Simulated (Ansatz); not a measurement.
# CCSD/def2-SVP (core potential) run of InHCl2O (SMILES [OH][In]([Cl])[Cl])

Aim: the vertical ionisation energy of InHCl2O at CCSD/def2-SVP (core potential), from 2 runs. 

The results are computed with Ansatz 0.2.0.

59 further runs of the same task are left out: 6 that didn't finish, 53 set aside as unsound or not needed.

### 1 The molecule

InHCl2O: 5 atoms, total charge 0, spin state singlet. SMILES: `[OH][In]([Cl])[Cl]`. The coordinates come from a PBE0-D4/def2-TZVP relaxation.

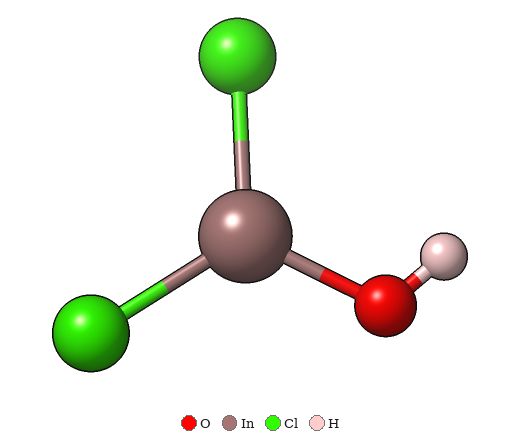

The structure, seen from a chosen angle (oxygen red, indium brown, chlorine green, hydrogen pink).

### 2 A single-point energy at CCSD/def2-SVP (core potential)

Contents of run.yaml:

```yaml
crystal:
  periodic: [false, false, false]
  atoms:
    - symbol: O
      position_ang: [-0.347800, 1.510200, -0.137200]
    - symbol: In
      position_ang: [-0.087900, -0.432900, -0.100800]
    - symbol: Cl
      position_ang: [1.722600, -1.320600, 1.019900]
    - symbol: Cl
      position_ang: [-1.580600, -1.801600, -1.170600]
    - symbol: H
      position_ang: [0.343600, 1.971200, 0.347200]
basis:
  gaussian: {orbitals: def2-SVP}
accuracy: high
correlation: {method: ccsd, frozen_orbitals: {Cl: 5, H: 0, In: 4, O: 1}}
scf: {omitted_lower_state_checks: [cluster_reference, increment]}
```

Command:

```bash
$ ansatz run run.yaml --threads 1 --pin off --max-ram 3480MiB --events-out events.jsonl --progress --plain --runs-dir runs
```

Standard output (excerpt; [...] marks lines left out):

```text
Warning: RAYON_NUM_THREADS=1 ignored (pool sized by the plan → 1); use --threads N
Functional definition: HF
  name "HF"
[...]
1712 factors; integrals over basis functions are off by at most 8.7e-9 eV
[...]
mean field -32202.47040711 eV, -1183.4189598428 hartree, gradient 1.2e-8 eV, S^2 0.000000; 0 other end points of the search recorded, 0 dependent functions left out
15 core orbitals not correlated: weight in the atoms' cores, before any rotation towards them, 1.000 or more for the frozen orbitals, at most 0.000 for the correlated occupied ones
reference -32202.47040711 eV, -1183.4189598428 hartree; 17, 17 occupied and 49, 49 virtual orbitals, 1712 factors
second order -14.50869050 eV of doubles, -0.00000000 eV of singles
cycle   1  -14.90306299 eV  change   -3.9e-1 eV  update   9.5e-2
[...]
cycle  21  -15.30712670 eV  change    1.2e-9 eV  update   1.1e-9
Total energy: -32217.77753381 eV, -1183.9814863736 hartree
Checks for a lower state left out: cluster_reference, increment
```

It took 13 s on 1 thread of Arm Neoverse V2, shared host; peak memory 0.37 GiB.

### 3 The doublet cation, same level

Contents of in.yaml:

```yaml
crystal:
  periodic: [false, false, false]
  atoms:
    - {symbol: O, position_ang: [-0.347800, 1.510200, -0.137200]}
    - {symbol: In, position_ang: [-0.087900, -0.432900, -0.100800]}
    - {symbol: Cl, position_ang: [1.722600, -1.320600, 1.019900]}
    - {symbol: Cl, position_ang: [-1.580600, -1.801600, -1.170600]}
    - {symbol: H, position_ang: [0.343600, 1.971200, 0.347200]}
basis:
  gaussian:
    orbitals: def2-SVP
total_charge: 1
magnetization:
  spin_polarized: true
  initial_magnetization: 1
correlation:
  method: ccsd
  frozen_orbitals: {Cl: 5, H: 0, In: 4, O: 1}
accuracy: high
scf:
  omitted_lower_state_checks: [cluster_reference, increment]
```

Command:

```bash
$ ansatz run in.yaml --threads 1 --pin off --max-ram 3480MiB --events-out events.jsonl --progress --plain --runs-dir runs
```

Standard output (excerpt; [...] marks lines left out):

```text
Warning: RAYON_NUM_THREADS=1 ignored (pool sized by the plan → 1); use --threads N
[... 2 set-up lines as earlier in the session ...]
[...]
1710 factors; integrals over basis functions are off by at most 8.7e-9 eV
[...]
mean field -32192.35748777 eV, -1183.0473169120 hartree, gradient 8.3e-8 eV, S^2 0.756332; 18 other end points of the search recorded, 0 dependent functions left out
15 core orbitals not correlated: weight in the atoms' cores, before any rotation towards them, 1.000 or more for the frozen orbitals, at most 0.000 for the correlated occupied ones
reference -32192.35748777 eV, -1183.0473169120 hartree; 17, 16 occupied and 49, 50 virtual orbitals, 1710 factors
second order -13.04119379 eV of doubles, -0.00000000 eV of singles
cycle   1  -13.77505750 eV  change   -7.3e-1 eV  update   8.6e-2
[...]
cycle  43  -14.17919221 eV  change  -3.8e-10 eV  update   3.4e-9
Total energy: -32206.53667998 eV, -1183.5683926148 hartree
Checks for a lower state left out: cluster_reference, increment
```

Wall time 1.8 min (1 thread of Arm Neoverse V2, shared host); peak memory 0.68 GiB.

### 4 Outcome

At CCSD/def2-SVP (core potential), 15 core orbitals frozen:

| quantity | value |
| --- | --- |
| singlet InHCl2O: total energy | -1183.98149 Eh |
| singlet InHCl2O: correlation energy (15 core orbitals frozen) | -562.5 mEh |
| singlet InHCl2O: T1 diagnostic | 0.013 |
| doublet cation: total energy | -1183.56839 Eh |
| doublet cation: correlation energy (15 core orbitals frozen) | -521.1 mEh |
| doublet cation: ⟨S²⟩ of the reference determinant | 0.756 |
| doublet cation: T1 diagnostic | 0.024 |
| vertical ionisation energy (to the doublet cation) | 11.241 eV |

In words: The vertical ionisation energy comes to 11.24 eV (259 kcal/mol).
